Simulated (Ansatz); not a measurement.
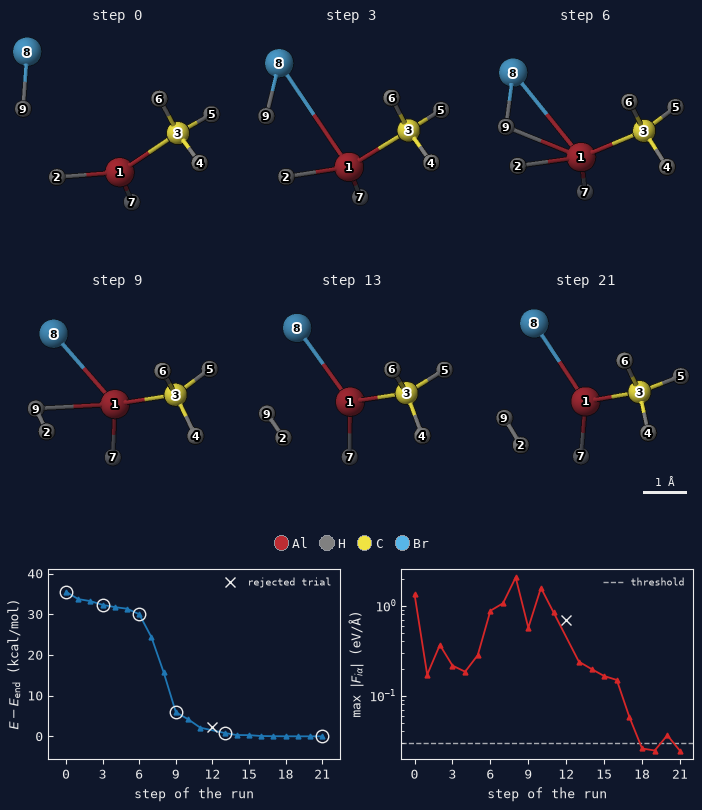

Frames of a relaxation of CH$_{6}$AlBr, marked on the history of the run. The picture is a ball-and-stick view, seen at a tilt.

The run prepares an end point of a later path (reaction) calculation, from a guessed geometry.

Method: Ansatz 0.2.0, RKS PBE0-D4/def2-SVP. (no spin polarisation; force threshold 0.03 eV/Å; at most 50 steps)

**What happens along the run?**

Over 20 accepted moves (21 points after the start) the energy falls by 35.5 kcal/mol. The largest force component goes from 1.3 to 0.024 eV/Å. The line search rejected the trial step at point 12 of the run. The largest move after the best rigid fit is that of H9, 1.28 Å. Largest moves by element: H 1.28 Å, Br 1.06 Å, Al 0.96 Å, C 0.22 Å. Among the contacts that change: Br8–H9 1.504 → 2.984 Å, Al1–Br8 3.605 → 2.283 Å, H2–H9 1.858 → 0.768 Å, Al1–H2 1.576 → 2.306 Å. New bonds form: Al1–Br8 (3.60 → 2.28 Å), H2–H9 (1.86 → 0.77 Å). Bonds break: Al1–H2 (1.58 → 2.31 Å), Br8–H9 (1.50 → 2.98 Å). Groups turn about Al1–C3 by about 55°. The run took 49 s on 2 threads of Arm Neoverse V1, on a shared host, peak memory 0.2 GiB. From step 0 to 3: Br8 moves most (0.50 Å), energy −3.20 kcal/mol. From step 3 to 6: Br8 moves most (0.32 Å), energy −2.30 kcal/mol. From step 6 to 9: Al1 moves most (0.50 Å), energy −24.1 kcal/mol. From step 9 to 13: H9 moves most (0.31 Å), energy −5.09 kcal/mol. From step 13 to 21: H6 moves most (0.27 Å), energy −0.83 kcal/mol.
